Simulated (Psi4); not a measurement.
**C3H3F (SMILES C=C[C]F): U-wB97X-V/aug-cc-pVDZ**

Aim: the energy change on altering one bond length of C3H3F at U-wB97X-V/aug-cc-pVDZ, from 2 runs. 

The calculation is run with Psi4 1.11.

1 further run of the same task is left out (set aside as unsound or not needed).

### Step 1. The structure to begin with

C3H3F has 7 atoms, charge 0, and is taken as a triplet. SMILES: `C=C[C]F`. The shape is that of a GFN2-xTB optimisation.

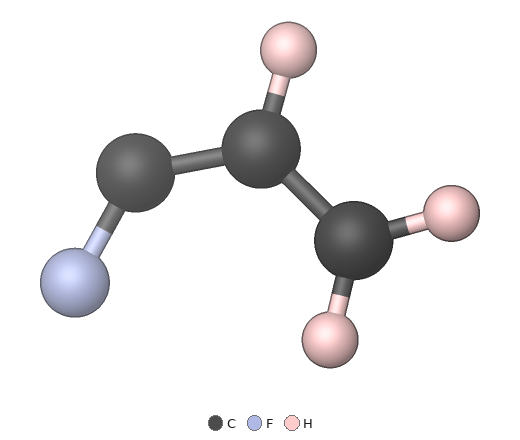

Viewed from a chosen angle; carbon dark grey, fluorine light blue, hydrogen pink.

### Step 2. The energy at U-wB97X-V/aug-cc-pVDZ

job.json reads:

```json
{
 "schema_name": "qcschema_input",
 "schema_version": 1,
 "molecule": {
  "schema_name": "qcschema_molecule",
  "schema_version": 2,
  "symbols": ["C", "C", "C", "F", "H", "H", "H"],
  "geometry": [-0.1048609, 1.65797011, -0.68391078, 0.40528956, -0.19588901, 1.07988399, 0.01969095, -2.70121232, 0.72985002, -0.88331468, -3.90498676, -1.26226146, -0.86887717, 1.19277623, -2.50632486, 0.26019639, 3.60735489, -0.25157924, 1.17185696, 0.34398685, 2.89434233],
  "molecular_charge": 0,
  "molecular_multiplicity": 3,
  "fix_symmetry": "c1"
 },
 "driver": "energy",
 "model": {
  "method": "wb97x-v",
  "basis": "aug-cc-pVDZ"
 },
 "keywords": {
  "reference": "uks",
  "puream": true,
  "e_convergence": 1e-09,
  "d_convergence": 1e-08,
  "scf_type": "pk",
  "dft_radial_points": 99,
  "dft_spherical_points": 590,
  "maxiter": 200
 }
}
```

Command:

```bash
psi4 --qcschema job.json -n 1 --memory 1600MB
```

stdout:

```text
[...]
  Running in c1 symmetry.
[...]
  Nuclear repulsion =  100.667766186023670
[...]
  Multiplicity = 3
[...]
  Nalpha       = 16
  Nbeta        = 14
[...]
    Number of basis functions: 119
[...]
   @UKS iter   1:  -215.56783826210543   -5.95682e-01   4.84444e-03 DIIS/ADIIS
[...]
   @UKS iter  15:  -215.76518359105827   -7.92966e-12   9.20696e-09 DIIS
[...]
   @S^2 Observed:                2.047238032E+00
[...]
    Orbital Energies [Eh]
    ---------------------
    Alpha Occupied:
       1A    -24.842580     2A    -10.397790     3A    -10.311404
       4A    -10.299702     5A     -1.406600     6A     -0.957710
       7A     -0.826222     8A     -0.729651     9A     -0.649971
      10A     -0.624436    11A     -0.605385    12A     -0.566439
      13A     -0.501438    14A     -0.444964    15A     -0.386068
      16A     -0.300244
    Alpha Virtual:
      17A      0.035081    18A      0.049915    19A      0.057740
      20A      0.086706    21A      0.094503    22A      0.105388
      23A      0.113314    24A      0.134251    25A      0.136135
[...]
  @UKS Final Energy:  -215.76518359105827
   => Energetics <=
    Nuclear Repulsion Energy =            100.6677661860236697
    One-Electron Energy =                -493.1380232345239278
    Two-Electron Energy =                 196.0167813562602532
    DFT Exchange-Correlation Energy =     -19.4330482069915398
    Empirical Dispersion Energy =           0.0000000000000000
    VV10 Nonlocal Energy =                  0.1213403081732435
    Total Energy =                       -215.7651835910582747
[...]
 Multipole Moments:
 ------------------------------------------------------------------------------------
     Multipole            Electronic (a.u.)      Nuclear  (a.u.)        Total (a.u.)
 ------------------------------------------------------------------------------------
 L = 1.  Multiply by 2.5417464519 to convert [e a0] to [Debye]
 Dipole X            :         -0.8315101            0.9312435            0.0997334
 Dipole Y            :         -5.5162434            5.9310483            0.4148049
 Dipole Z            :         -0.7250439            0.8739578            0.1489139
 Magnitude           :                                                    0.4518686
[...]
```

The result, in JSON:

```text
{
 "driver": "energy",
 "model": {
  "method": "wb97x-v",
  "basis": "aug-cc-pVDZ"
 },
 "success": true,
 "return_result": -215.76518359105827,
 "properties": {
  "calcinfo_nbasis": 119,
  "calcinfo_nmo": 119,
  "calcinfo_nalpha": 16,
  "calcinfo_nbeta": 14,
  "calcinfo_natom": 7,
  "nuclear_repulsion_energy": 100.66776618602367,
  "return_energy": -215.76518359105827,
  "scf_one_electron_energy": -493.1380232345239,
  "scf_two_electron_energy": 196.01678135626025,
  "scf_vv10_energy": 0.12134030817324352,
  "scf_xc_energy": -19.43304820699154,
  "scf_dipole_moment": [0.09973337167874907, 0.4148049259943827, 0.14891387614358398],
  "scf_total_energy": -215.76518359105827,
  "scf_iterations": 15
 }
}
```

It took 1.9 min on 1 thread of Intel Xeon 6975P-C (Granite Rapids), shared host; peak memory 0.94 GiB.

### Step 3. The distorted shape

calc.in reads:

```
memory 1600 MB

molecule {
  0 3
  C     -0.084472     0.722597    -0.396233
  C      0.185488    -0.258423     0.537127
  C     -0.018562    -1.584183     0.351897
  F     -0.496412    -2.221193    -0.702283
  H     -0.488772     0.476427    -1.360613
  H      0.137690     1.908930    -0.133130
  H      0.591138     0.027267     1.497297
  symmetry c1
}

set basis aug-cc-pVDZ
set reference uks
set puream true
set e_convergence 1e-09
set d_convergence 1e-08
set scf_type pk
set dft_radial_points 99
set dft_spherical_points 590
set maxiter 200

E, wfn = energy('wb97x-v', return_wfn=True)
```

Command:

```bash
psi4 -i calc.in -o calc.out -n 1
```

calc.out:

```text
[...]
  Running in c1 symmetry.
[...]
  Nuclear repulsion =  100.081595505268211
[...]
  Multiplicity = 3
[...]
  Nalpha       = 16
  Nbeta        = 14
[...]
    Number of basis functions: 119
[...]
   @UKS iter   1:  -215.56399073487921   -6.44547e-01   4.74756e-03 DIIS/ADIIS
[...]
   @UKS iter  16:  -215.75450168222352   -2.33058e-12   2.53757e-09 DIIS
[...]
   @S^2 Observed:                2.047586267E+00
[...]
    Orbital Energies [Eh]
    ---------------------
    Alpha Occupied:
       1A    -24.843360     2A    -10.398835     3A    -10.315306
       4A    -10.312715     5A     -1.407401     6A     -0.957543
       7A     -0.819673     8A     -0.727726     9A     -0.649621
      10A     -0.625225    11A     -0.605505    12A     -0.552945
      13A     -0.491305    14A     -0.445922    15A     -0.386390
      16A     -0.300842
    Alpha Virtual:
      17A      0.034334    18A      0.049887    19A      0.057717
      20A      0.086526    21A      0.094247    22A      0.104584
      23A      0.113255    24A      0.134104    25A      0.136455
[...]
  @UKS Final Energy:  -215.75450168222352
   => Energetics <=
    Nuclear Repulsion Energy =            100.0815955052682114
    One-Electron Energy =                -491.9927888177035129
    Two-Electron Energy =                 195.4277630995901234
    DFT Exchange-Correlation Energy =     -19.3923329660034938
    Empirical Dispersion Energy =           0.0000000000000000
    VV10 Nonlocal Energy =                  0.1212614966251834
    Total Energy =                       -215.7545016822235198
[...]
 Multipole Moments:
 ------------------------------------------------------------------------------------
     Multipole            Electronic (a.u.)      Nuclear  (a.u.)        Total (a.u.)
 ------------------------------------------------------------------------------------
 L = 1.  Multiply by 2.5417464519 to convert [e a0] to [Debye]
 Dipole X            :         -0.8601004            0.9574723            0.0973719
 Dipole Y            :         -5.6797478            6.0711095            0.3913617
 Dipole Z            :         -0.7562127            0.9050202            0.1488075
 Magnitude           :                                                    0.4298708
[...]
```

Wall time 2.1 min (1 thread of Intel Xeon 6975P-C (Granite Rapids), shared host); peak memory 0.93 GiB.

### Step 4. Results

Level: U-wB97X-V/aug-cc-pVDZ.

```
                                                         quantity          value
                                        first shape: total energy  -215.76518 Eh
                                       first shape: dipole moment         1.15 D
                  first shape: HOMO energy (highest over α and β)       -8.17 eV
                   first shape: LUMO energy (lowest over α and β)       -0.45 eV
                                                first shape: ⟨S²⟩          2.047
                                    distorted shape: total energy  -215.75450 Eh
                                   distorted shape: dipole moment         1.09 D
              distorted shape: HOMO energy (highest over α and β)       -8.19 eV
               distorted shape: LUMO energy (lowest over α and β)       -0.50 eV
                                            distorted shape: ⟨S²⟩          2.048
energy change with the C1–H6 bond stretched from 1.074 to 1.235 Å       0.291 eV
```

**Reading.** With the C1–H6 bond stretched from 1.074 to 1.235 Å the energy rises by 0.29 eV (28.0 kJ/mol). The first shape isn't relaxed at this level, so the change isn't measured from a minimum.
